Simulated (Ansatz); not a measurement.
**PO (SMILES O=[P]) at 3 levels**

We compute a comparison of 3 runs (U-wB97X/STO-3G, UPBE/STO-3G, UCCSD/STO-3G) of PO. 

The calculation is run with Ansatz 0.2.0.

48 further runs of the same task are left out: 7 that didn't finish, 41 set aside as unsound or not needed.

### 1 The molecule

PO has 2 atoms, charge 0, and is taken as a doublet. As SMILES, `O=[P]`. The P2–O1 distance was set to 3.638 Å, away from the relaxed value.

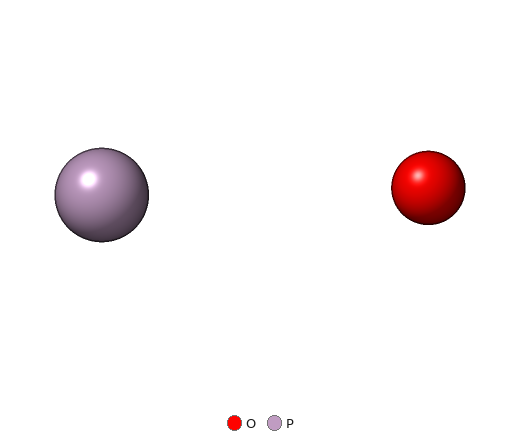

Viewed from a chosen angle; oxygen red, phosphorus pink.

### 2 A single-point energy at U-wB97X/STO-3G (run 1)

run.yaml reads:

```yaml
crystal:
  periodic: [false, false, false]
  atoms:
    - {symbol: O, position_ang: [0.000000, 0.000000, -2.182610]}
    - {symbol: P, position_ang: [0.000000, 0.000000, 1.455090]}
basis:
  gaussian:
    orbitals: STO-3G
magnetization:
  spin_polarized: true
  initial_magnetization: 1
hamiltonian:
  xc: {name: wB97X}
accuracy: high
```

Command:

```sh
ansatz run run.yaml --threads 1 --pin off --max-ram 2610MiB --events-out events.jsonl --progress --plain --runs-dir runs
```

Standard output:

```text
Warning: RAYON_NUM_THREADS=1 ignored (pool sized by the plan → 1); use --threads N
Functional definition: wB97X
  name "wB97X"
  parameter omega = 0.3/bohr
  parameter cx = 0.157706
  parameter cx1 = 0.726479
  parameter cx2 = 1.04760
  parameter cx3 = -5.70635
  parameter cx4 = 13.2794
  parameter css1 = -4.33879
  parameter css2 = 18.2308
  parameter css3 = -31.7430
  parameter css4 = 17.2901
  parameter cos1 = 2.37031
  parameter cos2 = -11.3995
  parameter cos3 = 6.58405
  parameter cos4 = -3.78132
  exchange = spin_sum(e_x_unif_sr(omega)*poly(b97_u_x, 1 - cx, cx1, cx2, cx3, cx4)) + cx*exact_x_sr(omega)
      + exact_x_lr(omega)
  correlation = spin_sum(e_c_pw_same_spin*poly(b97_u_same, 1, css1, css2, css3, css4))
      + integral(e_c_pw_opposite_spin*poly(b97_u_opposite, 1, cos1, cos2, cos3, cos4))
204 factors; integrals over basis functions are off by at most 3.8e-9 eV
90 factors; integrals over basis functions are off by at most 2.8e-9 eV
mean field evaluation 1: about -11146.1695 eV, gradient 8.6e0 eV
mean field evaluation 2: about -11066.8106 eV, gradient 4.1e0 eV
mean field evaluation 4: about -11145.2375 eV, gradient 1.4e1 eV
mean field evaluation 8: about -11188.3642 eV, gradient 2.8e0 eV
mean field evaluation 16: about -11192.4738 eV, gradient 9.6e-3 eV
mean field evaluation 32: about -11192.4793 eV, gradient 3.3e-4 eV
mean field evaluation 64: about -11194.6527 eV, gradient 1.1e-3 eV
mean field -11194.65528039 eV, -411.3959935445 hartree, gradient 1.2e-10 eV, S^2 2.748146; 2 other end points of the search recorded, 0 dependent functions left out
reference -11194.65527994 eV, -411.3959935280 hartree; 12, 11 occupied and 2, 3 virtual orbitals, 204 factors
Total energy: -11194.65527994 eV, -411.3959935280 hartree
```

It took 34 s on 1 thread of Intel Xeon Platinum 8375C at 2.90GHz (Ice Lake), shared host; peak memory 0.27 GiB.

### 3 The energy at UPBE/STO-3G (run 2)

in.yaml reads:

```yaml
basis:
  gaussian:
    orbitals: STO-3G
crystal:
  periodic: [false, false, false]
  atoms:
    - {symbol: O, position_ang: [0.000000, 0.000000, -2.182610]}
    - {symbol: P, position_ang: [0.000000, 0.000000, 1.455090]}
magnetization:
  spin_polarized: true
  initial_magnetization: 1
hamiltonian:
  xc: pbe
accuracy: high
```

Command:

```sh
ansatz run in.yaml --threads 1 --pin off --max-ram 2610MiB --events-out events.jsonl --progress --plain --runs-dir runs
```

Standard output, cut to the lines that bear on the results:

```text
Warning: RAYON_NUM_THREADS=1 ignored (pool sized by the plan → 1); use --threads N
Functional definition: PBE
  name "PBE"
[...]
204 factors; integrals over basis functions are off by at most 3.8e-9 eV
[...]
mean field -11187.38886535 eV, -411.1289577172 hartree, gradient 2.0e-8 eV, S^2 2.723783; 8 other end points of the search recorded, 0 dependent functions left out
reference -11187.38886664 eV, -411.1289577645 hartree; 12, 11 occupied and 2, 3 virtual orbitals, 204 factors
Total energy: -11187.38886664 eV, -411.1289577645 hartree
```

It took 4.2 s on 1 thread of Intel Xeon Platinum 8375C at 2.90GHz (Ice Lake), shared host; peak memory 0.12 GiB.

### 4 A single-point energy at UCCSD/STO-3G (run 3)

job.yaml reads:

```yaml
crystal:
  periodic: [false, false, false]
  atoms:
    - symbol: O
      position_ang: [0.000000, 0.000000, -2.182610]
    - symbol: P
      position_ang: [0.000000, 0.000000, 1.455090]
basis:
  gaussian: {orbitals: STO-3G}
magnetization: {spin_polarized: true, initial_magnetization: 1}
correlation: {method: ccsd, frozen_orbitals: {O: 1, P: 5}}
accuracy: high
scf: {omitted_lower_state_checks: [cluster_reference, increment]}
```

Command:

```sh
ansatz run job.yaml --threads 1 --pin off --max-ram 2610MiB --events-out events.jsonl --progress --plain --runs-dir runs
```

Standard output:

```text
Warning: RAYON_NUM_THREADS=1 ignored (pool sized by the plan → 1); use --threads N
[... 16 lines left out ...]
6 core orbitals not correlated: weight in the atoms' cores, before any rotation towards them, 1.000 or more for the frozen orbitals, at most 0.000 for the correlated occupied ones
[... 92 lines left out ...]
Total energy: -11174.98276815 eV, -410.6730420540 hartree
Checks for a lower state left out: cluster_reference, increment
```

Run time: 0.56 s. Hardware: 1 thread of Intel Xeon Platinum 8375C at 2.90GHz (Ice Lake), shared host.

### 5 The series

| run | level | frozen core orbitals | energy (Eh) | ⟨S²⟩ | wall time |
| --- | --- | --- | --- | --- | --- |
| 1 | U-wB97X/STO-3G | – | -411.395994 | 2.748 | 34 s |
| 2 | UPBE/STO-3G | – | -411.128958 | 2.724 | 4.2 s |
| 3 | UCCSD/STO-3G | 6 | -410.673042 | 2.749 | 0.56 s |

### 6 What came out

```
                                          quantity          value
                               run 3: total energy  -410.67304 Eh
run 3: correlation energy (6 core orbitals frozen)       -0.1 mEh
          run 3: ⟨S²⟩ of the reference determinant          2.749
                              run 3: T1 diagnostic          0.002
```

Totals of different functionals can't be ranked against each other. In runs 1, 2, 3 the basis is minimal, so the values are rough. Spin contamination of the reference: run 3 ⟨S²⟩ = 2.75, run 1 ⟨S²⟩ = 2.75, run 2 ⟨S²⟩ = 2.72. Where it is this large, the reference is a mixture of spin states, and values that rest on it are in doubt. All runs together took 39 s, the longest 34 s.
